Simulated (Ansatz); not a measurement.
C2H5NSi: molecular dynamics (part 1 of 4)

C2H5NSi, computed with UKS B3LYP/cc-pVDZ (Ansatz 0.2.0).

It belongs to a series of runs on one base structure; here: dynamics from the highest image of the converged band. Figures and captions count atoms from 1; the log counts them from 0 in places.

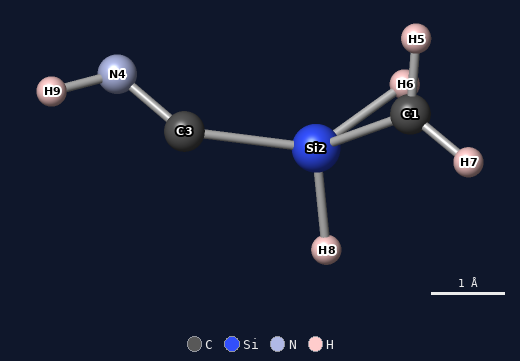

Fig. 1: The input geometry (ball-and-stick view, seen at a tilt; atoms are numbered from 1 in the order of the input). Bond lengths as drawn: C–H 1.09 to 1.10 Å, C–N 1.23 Å, C–Si 1.84 to 1.88 Å, H–N 1.03 Å and H–Si 1.49 to 1.59 Å.

## Input
```yaml
crystal:
  periodic: [false, false, false]
  atoms:
    - { symbol: C, position_ang: [-1.152506, 1.148258, -0.429165] }
    - { symbol: Si, position_ang: [0.055231, -0.218779, -0.637538] }
    - { symbol: C, position_ang: [1.248924, -0.655451, 0.753196] }
    - { symbol: "N", position_ang: [1.378319, -1.448854, 1.686786] }
    - { symbol: H, position_ang: [-1.905413, 1.074071, 0.362392] }
    - { symbol: H, position_ang: [-1.46789, -0.46584, -1.017155] }
    - { symbol: H, position_ang: [-1.265823, 1.99425, -1.118352] }
    - { symbol: H, position_ang: [0.88165, -0.069236, -1.86751] }
    - { symbol: H, position_ang: [2.2275, -1.358418, 2.267347] }
magnetization:
  spin_polarized: true
basis:
  gaussian: { orbitals: cc-pVDZ }
hamiltonian:
  xc: b3lyp
md:
  timestep: 0.5
  n_steps: 200
  ensemble: nve
  temperature: 100.0
  initial_velocities: maxwell_boltzmann
  seed: 12548
```

Machine: 2 threads of Intel Xeon (Granite Rapids), 16 GiB of memory available, shared host.

Command:
```bash
ansatz run input.yaml --threads 2 --pin off --max-ram 3072MiB --backend cpu --events-out ev --progress --plain --runs-dir out
```

## Output
```
Engine: ansatz 0.2.0, x86_64-unknown-linux-gnu
Functional definition: B3LYP
  parameter a0 = 0.2
  parameter ax = 0.72
  parameter ac = 0.81
  exchange = (1 - a0 - ax)*slater_x + ax*b88_x + a0*exact_x
  correlation = (1 - ac)*vwn_rpa_c + ac*lyp_c
927 factors; integrals over basis functions are off by at most 3.4e-4 eV
mean field evaluation 1: about -11510.2344 eV, gradient 4.1e1 eV
mean field evaluation 2: about -11492.7326 eV, gradient 6.3e1 eV
mean field evaluation 4: about -11517.1184 eV, gradient 1.4e1 eV
mean field evaluation 8: about -11518.6817 eV, gradient 2.2e-1 eV
mean field evaluation 16: about -11518.7105 eV, gradient 3.7e-5 eV
mean field evaluation 32: about -11517.6552 eV, gradient 1.4e1 eV
mean field -11518.82412937 eV, -423.3089790150 hartree, gradient 1.5e-5 eV, S^2 0.541348; 5 other end points of the search recorded, 0 dependent functions left out
the calculation of the forces begins
reference -11518.82438094 eV, -423.3089882598 hartree; 19, 19 occupied and 66, 66 virtual orbitals, 927 factors
md step     0: t =     0.00 fs  T =   100.0 K  F+E_penalty+E_count = -11518.82412937 eV  E_kin = 0.090482 eV  conserved = -11518.73364737 eV  (116 SCF iters)
these checks for a lower state are left out or cut short: starts, cluster_reference, orbital_swaps, neighbouring_geometries, increment
927 factors; integrals over basis functions are off by at most 3.5e-4 eV
mean field evaluation 64: about -11518.8221 eV, gradient 9.4e-4 eV
mean field -11518.82213260 eV, -423.3089056351 hartree, gradient 2.1e-5 eV, S^2 0.541354; 0 other end points of the search recorded, 0 dependent functions left out
the calculation of the forces begins
reference -11518.82238454 eV, -423.3089148937 hartree; 19, 19 occupied and 66, 66 virtual orbitals, 927 factors
md step     1: t =     0.50 fs  T =    97.8 K  F+E_penalty+E_count = -11518.82213260 eV  E_kin = 0.088517 eV  conserved = -11518.73361541 eV  (33 SCF iters)
[... from here on the SCF iterations and repeated set-up lines of each step are left out, up to the last step ...]
md step     2: t =     1.00 fs  T =    91.6 K  F+E_penalty+E_count = -11518.81642872 eV  E_kin = 0.082910 eV  conserved = -11518.73351835 eV  (34 SCF iters)
md step     3: t =     1.50 fs  T =    83.1 K  F+E_penalty+E_count = -11518.80855325 eV  E_kin = 0.075166 eV  conserved = -11518.73338735 eV  (33 SCF iters)
md step     4: t =     2.00 fs  T =    74.4 K  F+E_penalty+E_count = -11518.80056259 eV  E_kin = 0.067295 eV  conserved = -11518.73326729 eV  (31 SCF iters)
md step     5: t =     2.50 fs  T =    67.6 K  F+E_penalty+E_count = -11518.79433368 eV  E_kin = 0.061134 eV  conserved = -11518.73319998 eV  (32 SCF iters)
md step     6: t =     3.00 fs  T =    63.8 K  F+E_penalty+E_count = -11518.79092151 eV  E_kin = 0.057716 eV  conserved = -11518.73320534 eV  (34 SCF iters)
md step     7: t =     3.50 fs  T =    63.0 K  F+E_penalty+E_count = -11518.79024915 eV  E_kin = 0.056976 eV  conserved = -11518.73327353 eV  (33 SCF iters)
md step     8: t =     4.00 fs  T =    64.0 K  F+E_penalty+E_count = -11518.79125662 eV  E_kin = 0.057886 eV  conserved = -11518.73337067 eV  (36 SCF iters)
md step     9: t =     4.50 fs  T =    65.2 K  F+E_penalty+E_count = -11518.79242196 eV  E_kin = 0.058967 eV  conserved = -11518.73345512 eV  (36 SCF iters)
md step    10: t =     5.00 fs  T =    65.1 K  F+E_penalty+E_count = -11518.79240938 eV  E_kin = 0.058915 eV  conserved = -11518.73349444 eV  (36 SCF iters)
md step    11: t =     5.50 fs  T =    63.1 K  F+E_penalty+E_count = -11518.79058104 eV  E_kin = 0.057105 eV  conserved = -11518.73347575 eV  (35 SCF iters)
md step    12: t =     6.00 fs  T =    59.5 K  F+E_penalty+E_count = -11518.78720611 eV  E_kin = 0.053798 eV  conserved = -11518.73340793 eV  (35 SCF iters)
md step    13: t =     6.50 fs  T =    55.3 K  F+E_penalty+E_count = -11518.78332848 eV  E_kin = 0.050012 eV  conserved = -11518.73331676 eV  (35 SCF iters)
md step    14: t =     7.00 fs  T =    52.1 K  F+E_penalty+E_count = -11518.78036568 eV  E_kin = 0.047130 eV  conserved = -11518.73323549 eV  (35 SCF iters)
md step    15: t =     7.50 fs  T =    51.3 K  F+E_penalty+E_count = -11518.77958687 eV  E_kin = 0.046394 eV  conserved = -11518.73319328 eV  (34 SCF iters)
md step    16: t =     8.00 fs  T =    53.5 K  F+E_penalty+E_count = -11518.78165646 eV  E_kin = 0.048452 eV  conserved = -11518.73320449 eV  (33 SCF iters)
md step    17: t =     8.50 fs  T =    58.7 K  F+E_penalty+E_count = -11518.78640994 eV  E_kin = 0.053147 eV  conserved = -11518.73326279 eV  (34 SCF iters)
md step    18: t =     9.00 fs  T =    65.9 K  F+E_penalty+E_count = -11518.79294573 eV  E_kin = 0.059601 eV  conserved = -11518.73334508 eV  (36 SCF iters)
md step    19: t =     9.50 fs  T =    73.6 K  F+E_penalty+E_count = -11518.79998804 eV  E_kin = 0.066569 eV  conserved = -11518.73341951 eV  (34 SCF iters)
md step    20: t =    10.00 fs  T =    80.6 K  F+E_penalty+E_count = -11518.80638864 eV  E_kin = 0.072933 eV  conserved = -11518.73345610 eV  (34 SCF iters)
md step    21: t =    10.50 fs  T =    86.4 K  F+E_penalty+E_count = -11518.81160324 eV  E_kin = 0.078169 eV  conserved = -11518.73343473 eV  (32 SCF iters)
md step    22: t =    11.00 fs  T =    91.4 K  F+E_penalty+E_count = -11518.81600851 eV  E_kin = 0.082657 eV  conserved = -11518.73335110 eV  (33 SCF iters)
md step    23: t =    11.50 fs  T =    97.0 K  F+E_penalty+E_count = -11518.82096697 eV  E_kin = 0.087747 eV  conserved = -11518.73321948 eV  (33 SCF iters)
md step    24: t =    12.00 fs  T =   105.6 K  F+E_penalty+E_count = -11518.82859669 eV  E_kin = 0.095525 eV  conserved = -11518.73307149 eV  (33 SCF iters)
md step    25: t =    12.50 fs  T =   119.7 K  F+E_penalty+E_count = -11518.84127190 eV  E_kin = 0.108324 eV  conserved = -11518.73294837 eV  (32 SCF iters)
md step    26: t =    13.00 fs  T =   141.6 K  F+E_penalty+E_count = -11518.86098389 eV  E_kin = 0.128098 eV  conserved = -11518.73288628 eV  (32 SCF iters)
md step    27: t =    13.50 fs  T =   172.3 K  F+E_penalty+E_count = -11518.88878932 eV  E_kin = 0.155888 eV  conserved = -11518.73290101 eV  (33 SCF iters)
md step    28: t =    14.00 fs  T =   211.8 K  F+E_penalty+E_count = -11518.92457808 eV  E_kin = 0.191598 eV  conserved = -11518.73298044 eV  (32 SCF iters)
md step    29: t =    14.50 fs  T =   258.8 K  F+E_penalty+E_count = -11518.96726580 eV  E_kin = 0.234174 eV  conserved = -11518.73309162 eV  (32 SCF iters)
md step    30: t =    15.00 fs  T =   311.8 K  F+E_penalty+E_count = -11519.01530730 eV  E_kin = 0.282110 eV  conserved = -11518.73319718 eV  (32 SCF iters)
md step    31: t =    15.50 fs  T =   369.1 K  F+E_penalty+E_count = -11519.06727681 eV  E_kin = 0.334004 eV  conserved = -11518.73327281 eV  (32 SCF iters)
md step    32: t =    16.00 fs  T =   429.8 K  F+E_penalty+E_count = -11519.12224902 eV  E_kin = 0.388933 eV  conserved = -11518.73331627 eV  (33 SCF iters)
md step    33: t =    16.50 fs  T =   493.5 K  F+E_penalty+E_count = -11519.17983812 eV  E_kin = 0.446493 eV  conserved = -11518.73334551 eV  (33 SCF iters)
md step    34: t =    17.00 fs  T =   559.8 K  F+E_penalty+E_count = -11519.23992185 eV  E_kin = 0.506534 eV  conserved = -11518.73338758 eV  (32 SCF iters)
md step    35: t =    17.50 fs  T =   628.6 K  F+E_penalty+E_count = -11519.30221437 eV  E_kin = 0.568749 eV  conserved = -11518.73346530 eV  (32 SCF iters)
md step    36: t =    18.00 fs  T =   698.8 K  F+E_penalty+E_count = -11519.36589770 eV  E_kin = 0.632310 eV  conserved = -11518.73358721 eV  (32 SCF iters)
md step    37: t =    18.50 fs  T =   768.9 K  F+E_penalty+E_count = -11519.42947163 eV  E_kin = 0.695727 eV  conserved = -11518.73374445 eV  (32 SCF iters)
md step    38: t =    19.00 fs  T =   836.6 K  F+E_penalty+E_count = -11519.49087148 eV  E_kin = 0.756956 eV  conserved = -11518.73391540 eV  (31 SCF iters)
md step    39: t =    19.50 fs  T =   899.3 K  F+E_penalty+E_count = -11519.54778707 eV  E_kin = 0.813713 eV  conserved = -11518.73407444 eV  (32 SCF iters)
md step    40: t =    20.00 fs  T =   954.7 K  F+E_penalty+E_count = -11519.59805645 eV  E_kin = 0.863857 eV  conserved = -11518.73419899 eV  (33 SCF iters)
md step    41: t =    20.50 fs  T =  1001.0 K  F+E_penalty+E_count = -11519.64002380 eV  E_kin = 0.905751 eV  conserved = -11518.73427245 eV  (32 SCF iters)
md step    42: t =    21.00 fs  T =  1037.2 K  F+E_penalty+E_count = -11519.67280490 eV  E_kin = 0.938519 eV  conserved = -11518.73428590 eV  (32 SCF iters)
md step    43: t =    21.50 fs  T =  1063.4 K  F+E_penalty+E_count = -11519.69643040 eV  E_kin = 0.962191 eV  conserved = -11518.73423936 eV  (34 SCF iters)
md step    44: t =    22.00 fs  T =  1080.5 K  F+E_penalty+E_count = -11519.71183549 eV  E_kin = 0.977690 eV  conserved = -11518.73414512 eV  (32 SCF iters)
md step    45: t =    22.50 fs  T =  1090.4 K  F+E_penalty+E_count = -11519.72065675 eV  E_kin = 0.986628 eV  conserved = -11518.73402897 eV  (32 SCF iters)
md step    46: t =    23.00 fs  T =  1095.1 K  F+E_penalty+E_count = -11519.72483043 eV  E_kin = 0.990906 eV  conserved = -11518.73392393 eV  (31 SCF iters)
md step    47: t =    23.50 fs  T =  1096.6 K  F+E_penalty+E_count = -11519.72607717 eV  E_kin = 0.992217 eV  conserved = -11518.73386011 eV  (32 SCF iters)
md step    48: t =    24.00 fs  T =  1095.9 K  F+E_penalty+E_count = -11519.72544773 eV  E_kin = 0.991598 eV  conserved = -11518.73385000 eV  (32 SCF iters)
md step    49: t =    24.50 fs  T =  1093.3 K  F+E_penalty+E_count = -11519.72314062 eV  E_kin = 0.989259 eV  conserved = -11518.73388147 eV  (32 SCF iters)
md step    50: t =    25.00 fs  T =  1088.4 K  F+E_penalty+E_count = -11519.71869090 eV  E_kin = 0.984767 eV  conserved = -11518.73392431 eV  (32 SCF iters)
md step    51: t =    25.50 fs  T =  1080.3 K  F+E_penalty+E_count = -11519.71143439 eV  E_kin = 0.977489 eV  conserved = -11518.73394588 eV  (33 SCF iters)
md step    52: t =    26.00 fs  T =  1068.8 K  F+E_penalty+E_count = -11519.70100633 eV  E_kin = 0.967078 eV  conserved = -11518.73392783 eV  (33 SCF iters)
md step    53: t =    26.50 fs  T =  1054.1 K  F+E_penalty+E_count = -11519.68762258 eV  E_kin = 0.953748 eV  conserved = -11518.73387459 eV  (33 SCF iters)
md step    54: t =    27.00 fs  T =  1036.9 K  F+E_penalty+E_count = -11519.67201710 eV  E_kin = 0.938208 eV  conserved = -11518.73380865 eV  (32 SCF iters)
md step    55: t =    27.50 fs  T =  1018.3 K  F+E_penalty+E_count = -11519.65510074 eV  E_kin = 0.921342 eV  conserved = -11518.73375856 eV  (33 SCF iters)
md step    56: t =    28.00 fs  T =   998.9 K  F+E_penalty+E_count = -11519.63752987 eV  E_kin = 0.903786 eV  conserved = -11518.73374381 eV  (34 SCF iters)
md step    57: t =    28.50 fs  T =   978.8 K  F+E_penalty+E_count = -11519.61939615 eV  E_kin = 0.885627 eV  conserved = -11518.73376875 eV  (33 SCF iters)
md step    58: t =    29.00 fs  T =   957.5 K  F+E_penalty+E_count = -11519.60015246 eV  E_kin = 0.866330 eV  conserved = -11518.73382284 eV  (33 SCF iters)
md step    59: t =    29.50 fs  T =   933.8 K  F+E_penalty+E_count = -11519.57877403 eV  E_kin = 0.844887 eV  conserved = -11518.73388669 eV  (38 SCF iters)
md step    60: t =    30.00 fs  T =   906.4 K  F+E_penalty+E_count = -11519.55406041 eV  E_kin = 0.820121 eV  conserved = -11518.73393941 eV  (39 SCF iters)
md step    61: t =    30.50 fs  T =   874.2 K  F+E_penalty+E_count = -11519.52497147 eV  E_kin = 0.791009 eV  conserved = -11518.73396255 eV  (39 SCF iters)
md step    62: t =    31.00 fs  T =   836.6 K  F+E_penalty+E_count = -11519.49093123 eV  E_kin = 0.756989 eV  conserved = -11518.73394179 eV  (39 SCF iters)
md step    63: t =    31.50 fs  T =   793.7 K  F+E_penalty+E_count = -11519.45206398 eV  E_kin = 0.718195 eV  conserved = -11518.73386875 eV  (38 SCF iters)
md step    64: t =    32.00 fs  T =   746.7 K  F+E_penalty+E_count = -11519.40933414 eV  E_kin = 0.675591 eV  conserved = -11518.73374336 eV  (40 SCF iters)
md step    65: t =    32.50 fs  T =   697.3 K  F+E_penalty+E_count = -11519.36454714 eV  E_kin = 0.630969 eV  conserved = -11518.73357785 eV  (38 SCF iters)
md step    66: t =    33.00 fs  T =   648.5 K  F+E_penalty+E_count = -11519.32015070 eV  E_kin = 0.586751 eV  conserved = -11518.73339949 eV  (83 SCF iters)
md step    67: t =    33.50 fs  T =   602.9 K  F+E_penalty+E_count = -11519.27880699 eV  E_kin = 0.545561 eV  conserved = -11518.73324626 eV  (39 SCF iters)
md step    68: t =    34.00 fs  T =   563.3 K  F+E_penalty+E_count = -11519.24281045 eV  E_kin = 0.509657 eV  conserved = -11518.73315333 eV  (41 SCF iters)
md step    69: t =    34.50 fs  T =   531.0 K  F+E_penalty+E_count = -11519.21355249 eV  E_kin = 0.480415 eV  conserved = -11518.73313721 eV  (42 SCF iters)
md step    70: t =    35.00 fs  T =   506.3 K  F+E_penalty+E_count = -11519.19127276 eV  E_kin = 0.458087 eV  conserved = -11518.73318621 eV  (42 SCF iters)
md step    71: t =    35.50 fs  T =   488.5 K  F+E_penalty+E_count = -11519.17523031 eV  E_kin = 0.441964 eV  conserved = -11518.73326661 eV  (43 SCF iters)
md step    72: t =    36.00 fs  T =   476.2 K  F+E_penalty+E_count = -11519.16420609 eV  E_kin = 0.430865 eV  conserved = -11518.73334064 eV  (42 SCF iters)
md step    73: t =    36.50 fs  T =   468.3 K  F+E_penalty+E_count = -11519.15706926 eV  E_kin = 0.423684 eV  conserved = -11518.73338559 eV  (42 SCF iters)
md step    74: t =    37.00 fs  T =   463.9 K  F+E_penalty+E_count = -11519.15312923 eV  E_kin = 0.419729 eV  conserved = -11518.73340018 eV  (43 SCF iters)
md step    75: t =    37.50 fs  T =   462.8 K  F+E_penalty+E_count = -11519.15216675 eV  E_kin = 0.418769 eV  conserved = -11518.73339783 eV  (43 SCF iters)
md step    76: t =    38.00 fs  T =   465.1 K  F+E_penalty+E_count = -11519.15424240 eV  E_kin = 0.420849 eV  conserved = -11518.73339315 eV  (44 SCF iters)
md step    77: t =    38.50 fs  T =   470.9 K  F+E_penalty+E_count = -11519.15948012 eV  E_kin = 0.426088 eV  conserved = -11518.73339239 eV  (44 SCF iters)
md step    78: t =    39.00 fs  T =   480.3 K  F+E_penalty+E_count = -11519.16796451 eV  E_kin = 0.434571 eV  conserved = -11518.73339386 eV  (44 SCF iters)
md step    79: t =    39.50 fs  T =   493.3 K  F+E_penalty+E_count = -11519.17975250 eV  E_kin = 0.446358 eV  conserved = -11518.73339431 eV  (44 SCF iters)
md step    80: t =    40.00 fs  T =   510.1 K  F+E_penalty+E_count = -11519.19490965 eV  E_kin = 0.461515 eV  conserved = -11518.73339479 eV  (44 SCF iters)
md step    81: t =    40.50 fs  T =   530.6 K  F+E_penalty+E_count = -11519.21348877 eV  E_kin = 0.480088 eV  conserved = -11518.73340063 eV  (44 SCF iters)
md step    82: t =    41.00 fs  T =   554.8 K  F+E_penalty+E_count = -11519.23544538 eV  E_kin = 0.502028 eV  conserved = -11518.73341759 eV  (37 SCF iters)
md step    83: t =    41.50 fs  T =   582.5 K  F+E_penalty+E_count = -11519.26054860 eV  E_kin = 0.527102 eV  conserved = -11518.73344699 eV  (36 SCF iters)
md step    84: t =    42.00 fs  T =   613.2 K  F+E_penalty+E_count = -11519.28835838 eV  E_kin = 0.554874 eV  conserved = -11518.73348411 eV  (38 SCF iters)
md step    85: t =    42.50 fs  T =   646.3 K  F+E_penalty+E_count = -11519.31829304 eV  E_kin = 0.584772 eV  conserved = -11518.73352077 eV  (41 SCF iters)
md step    86: t =    43.00 fs  T =   681.0 K  F+E_penalty+E_count = -11519.34974657 eV  E_kin = 0.616195 eV  conserved = -11518.73355140 eV  (45 SCF iters)
md step    87: t =    43.50 fs  T =   716.8 K  F+E_penalty+E_count = -11519.38216877 eV  E_kin = 0.648591 eV  conserved = -11518.73357749 eV  (45 SCF iters)
md step    88: t =    44.00 fs  T =   753.1 K  F+E_penalty+E_count = -11519.41504426 eV  E_kin = 0.681437 eV  conserved = -11518.73360725 eV  (45 SCF iters)
md step    89: t =    44.50 fs  T =   789.3 K  F+E_penalty+E_count = -11519.44778246 eV  E_kin = 0.714134 eV  conserved = -11518.73364818 eV  (43 SCF iters)
md step    90: t =    45.00 fs  T =   824.4 K  F+E_penalty+E_count = -11519.47961864 eV  E_kin = 0.745919 eV  conserved = -11518.73370011 eV  (44 SCF iters)
md step    91: t =    45.50 fs  T =   857.5 K  F+E_penalty+E_count = -11519.50962817 eV  E_kin = 0.775875 eV  conserved = -11518.73375364 eV  (45 SCF iters)
md step    92: t =    46.00 fs  T =   887.5 K  F+E_penalty+E_count = -11519.53686799 eV  E_kin = 0.803070 eV  conserved = -11518.73379826 eV  (47 SCF iters)
md step    93: t =    46.50 fs  T =   913.7 K  F+E_penalty+E_count = -11519.56054357 eV  E_kin = 0.826714 eV  conserved = -11518.73382926 eV  (76 SCF iters)
md step    94: t =    47.00 fs  T =   935.3 K  F+E_penalty+E_count = -11519.58009414 eV  E_kin = 0.846246 eV  conserved = -11518.73384781 eV  (65 SCF iters)
md step    95: t =    47.50 fs  T =   951.9 K  F+E_penalty+E_count = -11519.59518651 eV  E_kin = 0.861330 eV  conserved = -11518.73385613 eV  (108 SCF iters)
md step    96: t =    48.00 fs  T =   963.5 K  F+E_penalty+E_count = -11519.60568727 eV  E_kin = 0.871795 eV  conserved = -11518.73389251 eV  (132 SCF iters)
md step    97: t =    48.50 fs  T =   969.8 K  F+E_penalty+E_count = -11519.61135552 eV  E_kin = 0.877483 eV  conserved = -11518.73387301 eV  (54 SCF iters)
md step    98: t =    49.00 fs  T =   971.0 K  F+E_penalty+E_count = -11519.61242610 eV  E_kin = 0.878596 eV  conserved = -11518.73383025 eV  (54 SCF iters)
md step    99: t =    49.50 fs  T =   968.1 K  F+E_penalty+E_count = -11519.60969175 eV  E_kin = 0.875921 eV  conserved = -11518.73377034 eV  (54 SCF iters)
md step   100: t =    50.00 fs  T =   962.1 K  F+E_penalty+E_count = -11519.60421777 eV  E_kin = 0.870511 eV  conserved = -11518.73370701 eV  (48 SCF iters)
md step   101: t =    50.50 fs  T =   954.3 K  F+E_penalty+E_count = -11519.59711066 eV  E_kin = 0.863454 eV  conserved = -11518.73365670 eV  (51 SCF iters)
md step   102: t =    51.00 fs  T =   945.6 K  F+E_penalty+E_count = -11519.58925303 eV  E_kin = 0.855623 eV  conserved = -11518.73363010 eV  (40 SCF iters)
md step   103: t =    51.50 fs  T =   936.7 K  F+E_penalty+E_count = -11519.58112971 eV  E_kin = 0.847504 eV  conserved = -11518.73362610 eV  (36 SCF iters)
md step   104: t =    52.00 fs  T =   927.5 K  F+E_penalty+E_count = -11519.57284059 eV  E_kin = 0.839210 eV  conserved = -11518.73363024 eV  (37 SCF iters)
md step   105: t =    52.50 fs  T =   918.1 K  F+E_penalty+E_count = -11519.56432371 eV  E_kin = 0.830705 eV  conserved = -11518.73361907 eV  (36 SCF iters)
```
